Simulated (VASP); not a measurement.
Band structure of IrRu (space group Pmma). Method: PBE GGA, VASP's PBE PAW potentials (set 64) (plane waves; VASP).

Unless said otherwise, spin-orbit coupling is left out, though it shifts the bands of the heavy elements here.

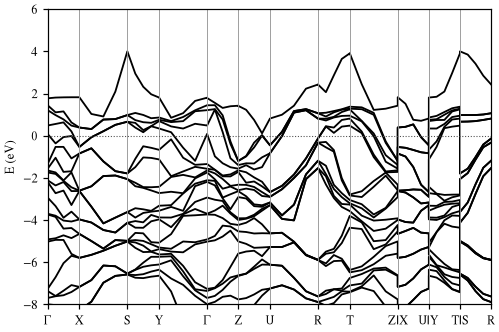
Bands along high-symmetry lines, zero at the valence-band maximum or, without a gap, the Fermi level

Task: Read the plot: is there a gap, and where are the band edges?

Result: It has no gap at this level: it comes out as a metal or semimetal.

The structure was generated: IrRu was put into an ordered model structure, which need not be its known phase. The cell was not relaxed at this level. The k-mesh is coarse (spacing up to 0.32 per Å, 2π included), so the numbers may not be converged in it. VASP warned that the highest band is occupied, so more bands are needed.
